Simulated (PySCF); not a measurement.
```json
{"atom": "K", "x (Å)": "0.0000", "y (Å)": "0.0000", "z (Å)": "-2.5292"}
{"atom": "Ga", "x (Å)": "0.0000", "y (Å)": "0.0000", "z (Å)": "1.4298"}
```

Computed with PBE0/def2-SVP, non-relativistic Hamiltonian with scalar-relativistic core potentials where named, at a bond length of 3.959 Å in PySCF 2.14.0.

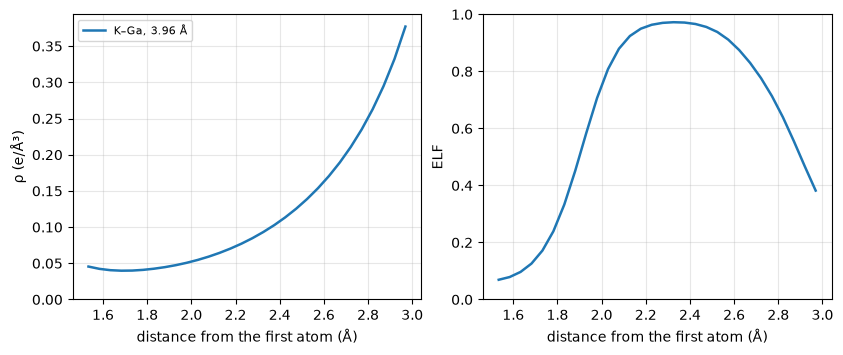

KGa (charge +1, doublet). Total electron density and electron localisation function along straight lines between neighbouring atoms. The curves leave out the atomic cores.

Q: What can be read from the curves?

A: K–Ga (3.96 Å): ρ at the midpoint is about 0.05 e/Å³, with its minimum of 0.04 e/Å³ about 1.7 Å from K; the ELF peaks at about 1 in the valence shell of Ga, 1.6 Å from its nucleus, and is about 0.70 at the midpoint.
